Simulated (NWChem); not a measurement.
**C2H7Sb (SMILES [CH3][SbH][CH3]): levels of theory compared**

Aim: a comparison of 3 runs (HF/STO-3G, HF/3-21G, PBE0/def2-TZVP) of C2H7Sb. 

Program for the calculation: NWChem 7.3.0.

### Step 1. The structure to begin with

The species is C2H7Sb (10 atoms), meant as a singlet with charge 0. As SMILES, `[CH3][SbH][CH3]`. Geometry: relaxed at PBE0-D4/def2-TZVP.

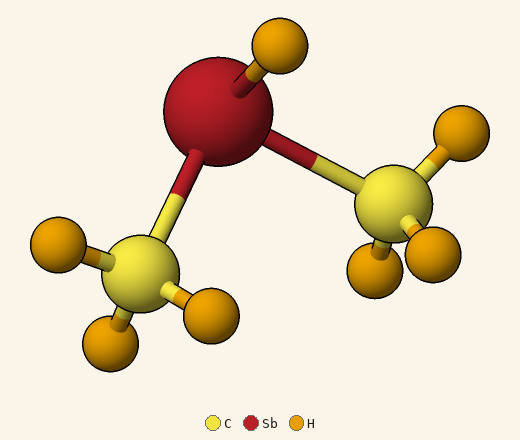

Viewed from a chosen angle; carbon yellow, antimony red, hydrogen amber.

### Step 2. Energy and gradient at HF/STO-3G (run 1)

The input, c2h7sb.xyz:

```xyz
10
C2H7Sb
C     -0.856200     1.104400    -0.780900
Sb     0.590300    -0.472000    -1.072900
C      0.455400    -1.228200     0.945200
H     -1.853400     0.664000    -0.750400
H     -0.807700     1.804400    -1.615100
H     -0.663100     1.633900     0.151300
H      1.931800     0.538600    -0.726700
H     -0.482800    -1.773500     1.053300
H      1.282400    -1.912500     1.135300
H      0.486300    -0.410100     1.663900
```

The input, run.py:

```python
from ase.io import read
from ase.calculators.nwchem import NWChem

molecule = read('c2h7sb.xyz')

calc = NWChem(
    label='c2h7sb',
    theory='scf',
    memory='2200 mb',
    basis='STO-3G',
    basispar='spherical bse',
    scf={'nopen': '0', 'rhf': None, 'thresh': '1e-08', 'maxiter': '80'},
)
molecule.calc = calc

forces = molecule.get_forces()
e = molecule.get_potential_energy()
print(f"E = {e:.6f} eV")
print("forces (eV/A):")
for s, f in zip(molecule.symbols, forces):
    print(f"{s:2s} {f[0]:10.5f} {f[1]:10.5f} {f[2]:10.5f}")
print("dipole (e A):", molecule.get_dipole_moment().round(4))
```

The run is started by

```console
$ export ASE_NWCHEM_COMMAND="nwchem PREFIX.nwi > PREFIX.nwo"
$ python run.py
```

Output:

```text
E = -172255.125147 eV
forces (eV/A):
C     0.35276   -0.63059   -0.24971
Sb    0.77889    1.14795    0.95918
C    -0.03296    0.06243   -0.76048
H     0.27269    0.41724    0.05214
H    -0.15396   -0.12578    0.40263
H    -0.21680   -0.05914   -0.33429
H    -1.01949   -0.83000   -0.34653
H     0.40824    0.17499    0.23145
H    -0.35923    0.23680    0.13503
H    -0.03008   -0.39389   -0.08947
dipole (e A): [-0.0088  0.074   0.1068]
```

The calculator wrote c2h7sb.nwi:

```
title "c2h7sb"

permanent_dir c2h7sb

scratch_dir c2h7sb

start c2h7sb

geometry units angstrom nocenter noautosym noautoz
  C  -8.5619999999999996e-01 1.1044000000000000e+00 -7.8090000000000004e-01
  Sb 5.9030000000000005e-01 -4.7199999999999998e-01 -1.0729000000000000e+00
  C  4.5540000000000003e-01 -1.2282000000000000e+00 9.4520000000000004e-01
  H  -1.8533999999999999e+00 6.6400000000000003e-01 -7.5039999999999996e-01
  H  -8.0769999999999997e-01 1.8044000000000000e+00 -1.6151000000000000e+00
  H  -6.6310000000000002e-01 1.6338999999999999e+00 1.5129999999999999e-01
  H  1.9318000000000000e+00 5.3859999999999997e-01 -7.2670000000000001e-01
  H  -4.8280000000000001e-01 -1.7735000000000001e+00 1.0532999999999999e+00
  H  1.2824000000000000e+00 -1.9125000000000001e+00 1.1353000000000000e+00
  H  4.8630000000000001e-01 -4.1010000000000002e-01 1.6638999999999999e+00
end

memory 2200 mb

basis spherical bse noprint
   * library STO-3G
end

scf
  nopen 0
  rhf
  thresh 1e-08
  maxiter 80
end

task scf gradient
```

c2h7sb.nwo, cut to the lines that bear on the results:

```text
[...]
      One-electron energy =  -9258.375846115925
[... 1 line left out ...]
 Nuclear repulsion energy =    260.180472460555
[... 52 lines left out ...]
                       ROHF Final Molecular Orbital Analysis
[... 226 lines left out ...]
     1   1 0 0     -0.016632      0.000000     52.145099
[...]
  wavefunction    =   RHF
                         RHF ENERGY GRADIENTS
    atom               coordinates                        gradient
                 x          y          z           x          y          z
   1 C      -1.617983   2.087013  -1.475687   -0.006860   0.012263   0.004856
   2 Sb      1.115505  -0.891951  -2.027487   -0.015147  -0.022324  -0.018653
   3 C       0.860581  -2.320961   1.786169    0.000641  -0.001214   0.014789
[... 6 lines of this table left out ...]
  10 H       0.918974  -0.774977   3.144315    0.000585   0.007660   0.001740
[...]
```

Run time: 7.5 s. Hardware: 1 thread of Intel Xeon Platinum 8375C at 2.90GHz (Ice Lake), shared host; peak memory 0.1 GiB.

### Step 3. Energy and gradient at HF/3-21G (run 2)

The input, geom.nw:

```
start geom
title "C2H7Sb"
memory stack 880 mb heap 220 mb global 1100 mb
charge 0

geometry noautosym nocenter noautoz
  C    -0.856200    1.104400   -0.780900
  Sb    0.590300   -0.472000   -1.072900
  C     0.455400   -1.228200    0.945200
  H    -1.853400    0.664000   -0.750400
  H    -0.807700    1.804400   -1.615100
  H    -0.663100    1.633900    0.151300
  H     1.931800    0.538600   -0.726700
  H    -0.482800   -1.773500    1.053300
  H     1.282400   -1.912500    1.135300
  H     0.486300   -0.410100    1.663900
end

basis spherical bse
  * library 3-21G
end

scf
  thresh 1e-08
  maxiter 80
  print low
end

task scf gradient
```

The run is started by

```console
$ nwchem geom.nw > geom.out
```

Output:

```text
[...]
  functions       =    63
[...]
  wavefunction    = RHF
[...]
         Total SCF energy =  -6365.029407681359
      One-electron energy =  -9289.646882828476
      Two-electron energy =   2664.437002686562
 Nuclear repulsion energy =    260.180472460555
        Time for solution =      5.2s
[...]
                         RHF ENERGY GRADIENTS
    atom               coordinates                        gradient
                 x          y          z           x          y          z
   1 C      -1.617983   2.087013  -1.475687    0.007158  -0.005558   0.001043
   2 Sb      1.115505  -0.891951  -2.027487   -0.002280   0.003777   0.006838
   3 C       0.860581  -2.320961   1.786169    0.000868   0.005527  -0.007189
   4 H      -3.502418   1.254778  -1.418050   -0.003346  -0.004362  -0.000255
   5 H      -1.526332   3.409822  -3.052096    0.001789   0.001817  -0.004660
   6 H      -1.253077   3.087623   0.285916    0.002056   0.001660   0.004686
   7 H       3.650573   1.017806  -1.373264   -0.006179  -0.003069   0.000543
   8 H      -0.912360  -3.351429   1.990448   -0.004726  -0.001897  -0.002081
   9 H       2.423385  -3.614101   2.145406    0.004388  -0.002766  -0.001280
  10 H       0.918974  -0.774977   3.144315    0.000273   0.004871   0.002355
[...]
```

It took 7.8 s on 1 thread of Intel Xeon Platinum 8375C at 2.90GHz (Ice Lake), shared host; peak memory 0.1 GiB.

### Step 4. Energy and gradient at PBE0/def2-TZVP (core potential) (run 3)

The input, a.nw:

```
start a
title "C2H7Sb gradient"
memory 2200 mb
charge 0

geometry noautosym nocenter noautoz
  C     -0.856200     1.104400    -0.780900
  Sb     0.590300    -0.472000    -1.072900
  C      0.455400    -1.228200     0.945200
  H     -1.853400     0.664000    -0.750400
  H     -0.807700     1.804400    -1.615100
  H     -0.663100     1.633900     0.151300
  H      1.931800     0.538600    -0.726700
  H     -0.482800    -1.773500     1.053300
  H      1.282400    -1.912500     1.135300
  H      0.486300    -0.410100     1.663900
end

basis spherical bse
  * library def2-TZVP
end

ecp bse
  Sb library def2-TZVP
end

dft
  xc pbe0
  mult 1
  grid fine
  convergence energy 1e-08
  iterations 100
  mulliken
end

task dft gradient
```

The run is started by

```console
$ nwchem a.nw > a.out
```

Output, cut to the lines that bear on the results:

```text
[...]
          Wavefunction type:  closed shell.
          No. of atoms     :    10
          No. of electrons :    42
[...]
          Charge           :     0
          Spin multiplicity:     1
[...]
          AO basis - number of functions:   154
[...]
              XC Information
              --------------
                         PBE0 Method XC Functional
                     Hartree-Fock (Exact) Exchange  0.250
          PerdewBurkeErnzerhof Exchange Functional  0.750
            Perdew 1991 LDA Correlation Functional  1.000 local
           PerdewBurkeErnz. Correlation Functional  1.000 non-local
[...]
 d= 0,ls=0.0,diis     1   -320.5739671184 -4.57D+02  3.90D-03  2.56D-01    10.3
[...]
 d= 0,ls=0.0,diis     8   -320.5982644509  4.46D-10  1.00D-06  5.19D-08    68.9
         Total DFT energy =     -320.598264450926
      One electron energy =     -798.691870900381
           Coulomb energy =      374.252501281007
    Exchange-Corr. energy =      -32.749648483330
 Nuclear repulsion energy =      136.590753651779
[...]
      Total Density - Mulliken Population Analysis
     ---------------------------------------------
[...]
  wavefunction    = closed shell
                         DFT ENERGY GRADIENTS
    atom               coordinates                        gradient
                 x          y          z           x          y          z
   1 C      -1.617983   2.087013  -1.475687    0.000122  -0.000122   0.000062
   2 Sb      1.115505  -0.891951  -2.027487   -0.000045   0.000052   0.000106
   3 C       0.860581  -2.320961   1.786169   -0.000059   0.000109  -0.000139
   4 H      -3.502418   1.254778  -1.418050    0.000037  -0.000061   0.000034
   5 H      -1.526332   3.409822  -3.052096    0.000026  -0.000046   0.000025
   6 H      -1.253077   3.087623   0.285916    0.000039  -0.000051   0.000013
   7 H       3.650573   1.017806  -1.373264   -0.000094  -0.000032   0.000025
   8 H      -0.912360  -3.351429   1.990448   -0.000023   0.000059  -0.000056
   9 H       2.423385  -3.614101   2.145406    0.000004   0.000025  -0.000038
  10 H       0.918974  -0.774977   3.144315   -0.000007   0.000066  -0.000031
[...]
```

It took 92 s on 1 thread of Intel Xeon Platinum 8375C at 2.90GHz (Ice Lake), shared host; peak memory 0.15 GiB.

### Step 5. Overview of the runs

| run | level | iteration cap | module | energy (Eh) | dipole moment (D) | HOMO energy (eV) | LUMO energy (eV) | wall time |
| --- | --- | --- | --- | --- | --- | --- | --- | --- |
| 1 | HF/STO-3G | 80 | scf | -6330.259142 | 0.63 | -6.35 | 9.19 | 7.5 s |
| 2 | HF/3-21G | 80 | scf | -6365.029408 | – | – | – | 7.8 s |
| 3 | PBE0/def2-TZVP (core potential) | 100 | dft | -320.598264 | 0.77 | -6.68 | 0.01 | 92 s |

### Step 6. What came out

| quantity | value |
| --- | --- |
| run 3: total energy | -320.59826 Eh |
| run 3: dipole moment | 0.77 D |
| run 3: HOMO energy | -6.68 eV |
| run 3: LUMO energy | 0.01 eV |
| run 3: HOMO–LUMO gap | 6.69 eV |
| run 3: largest force on an atom | 0.010 eV/Å |

What this shows: Some runs of one species differ in core potentials or relativity; totals across that change don't compare. In run 1 the basis is minimal, so the values are rough. In runs 1, 2 relativity is left out where basis or elements ask for it. All runs together took 1.8 min, the longest 92 s.
